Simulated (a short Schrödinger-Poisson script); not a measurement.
Stack: MOS inversion layer, SiO2 on p-type InP, at 300 K.

```tsv
layer	material	thickness (nm)	Na (cm⁻³)
1	SiO2	2.5	-
2	InP	520	4.2e17
```

Constants are typed, rounded textbook-type inputs, not results; the design itself was drawn at random and stands for no fabricated device. SiO2: permittivity 3.9, conduction-band edge (eV) 3.48, gap (eV) 9, electron mass (mₑ) 0.5. InP: permittivity 12.5, conduction-band edge (eV) 0, gap (eV) 1.344, Nv at 300 K (cm⁻³) 1.1e19.

Channel valleys (confinement mass, in-plane density-of-states mass, number): Γ 0.08, 0.08, 1. At the gate the conduction-band edge of layer 1 lies 3.5 eV − eVg above the Fermi level of the channel; the field vanishes at the back. Gaps are held at their typed values at every temperature. Mesh 0.03 nm at interfaces.

Solved with a short Schrödinger-Poisson script written for these runs: 1D Poisson equation in equilibrium, electrons quantum, Hartree (BenDaniel-Duke, 12 states a valley, the channel's in-plane mass for all, wave functions ending at the dielectric), parabolic valleys, classical holes, full ionisation, no traps, pinning or gate leakage.

Only gate voltages with over 1e8 electrons/cm² are shown.

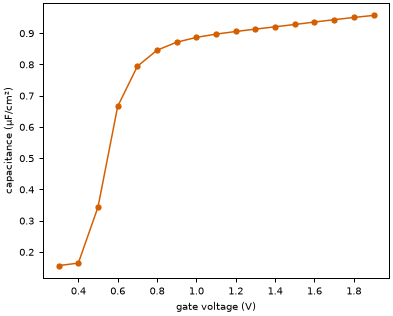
Figure: Quasi-static capacitance against gate voltage

```
Vg (V)  electrons (cm⁻²)  C (μF/cm²)  Γ E0 (meV)  Γ E1 (meV)
------  ----------------  ----------  ----------  ----------
0.3               1.21e8       0.156       229.6       374.6
0.4               3.03e9       0.164       146.2       295.1
0.5              5.82e10       0.344        68.9       221.8
0.6              3.33e11       0.666        19.6       176.3
0.7              7.70e11       0.794        -9.3       151.2
0.8              1.27e12       0.846       -30.9       133.4
0.9              1.79e12       0.871       -49.8       118.3
1                2.33e12       0.887       -67.3       104.4
1.1              2.87e12       0.897       -84.2        91.2
1.2              3.42e12       0.906      -100.7        78.4
1.3              3.98e12       0.913      -116.8        66.0
1.4              4.54e12       0.921      -132.7        54.0
1.5              5.11e12       0.928      -148.2        42.6
1.6              5.68e12       0.936      -163.3        31.8
1.7              6.26e12       0.943      -178.0        21.7
1.8              6.85e12       0.950      -192.3        12.3
1.9              7.43e12       0.957      -206.1         3.5
```

Subbands count from the Fermi level.

Above a few 1e12 electrons/cm² a light Γ valley is non-parabolic and upper valleys begin to fill, which the model leaves out.
